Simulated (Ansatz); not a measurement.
Electronic density of states of amorphous In21Ga21Zn21O84H, density 5.72 g/cm³, on a 2×2×2 Γ-centred mesh with a Gaussian width of 0.1 eV; energies count from the Fermi level. Cell and mesh are small, so fine structure isn't converged. The numbers are results of PBE, scalar-relativistic without spin-orbit coupling (plane waves to 420 eV, PAW; Ansatz, a program for electronic structure), not measurements. Sampling: a 2×2×2 Γ-centred mesh; Fermi-Dirac width 0.02 eV; collinear spin, started from a total moment of 1 μB (the moments died out). The usual formal charges leave 1 electrons over, so the level spacing at the Fermi energy parts defect or band states and needn't be the band gap. The spare electrons fill defect levels or the bottom of the conduction band, and the levels at the Fermi energy are partly filled.

It comes from a first-principles melt-quench run, relaxed afterwards. The hot cell started wider than the set density and was brought back towards it in steps. It is a model cell: composition and starting density were chosen by hand, and all elements were melted together. No dispersion term was used. Its density started from a set value of 5.72 and ended at 5.72 g/cm³. The simulated quench (nominally 330 K/ps over its main leg) is rapid and tends to freeze in more defects than a deposited or slowly cooled glass has. One small periodic cell is one sample of the glass; other quenches scatter about these values. The volume was held where the preparation left it, at a PBE pressure of 0.9 GPa. Stress components on the final sampling reach 1.5 GPa.

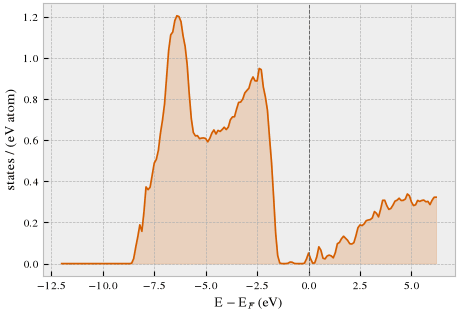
Figure: Density of states per atom
